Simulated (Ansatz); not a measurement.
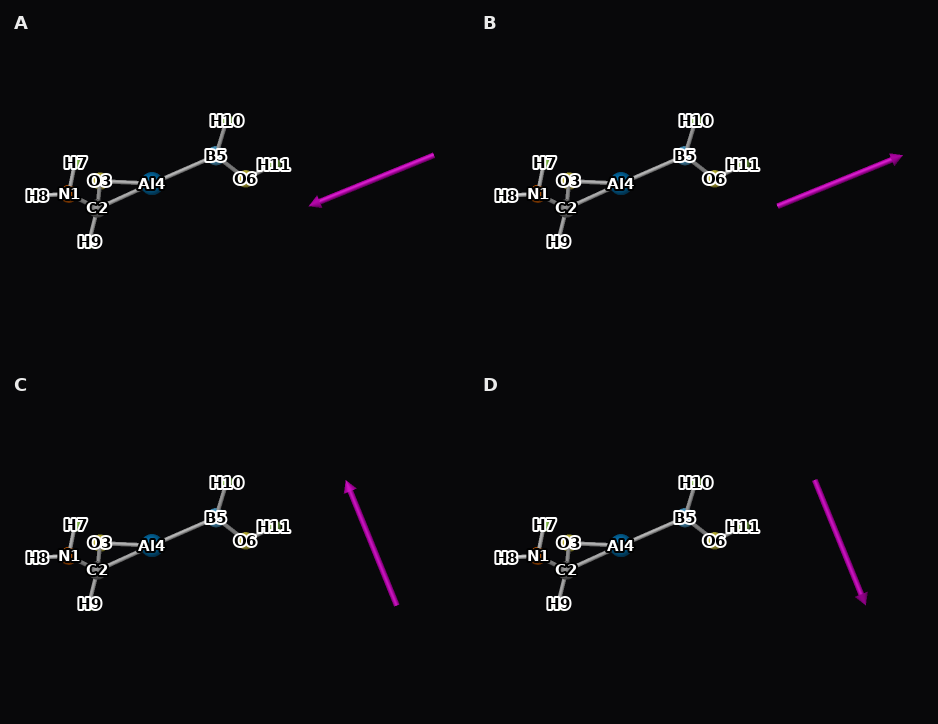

The same molecule four times, each with an arrow. Computed geometry: PBE0-D4/def2-TZVP optimisation. Level of theory: RKS PBE-D4/def2-TZVPP (Ansatz 0.2.0).

### Which arrow points along the dipole moment, from the negative to the positive end?

B. The dipole moment is 3.59 D; it points from the side of H8 to the side of H11 (the outermost atoms at the two ends).
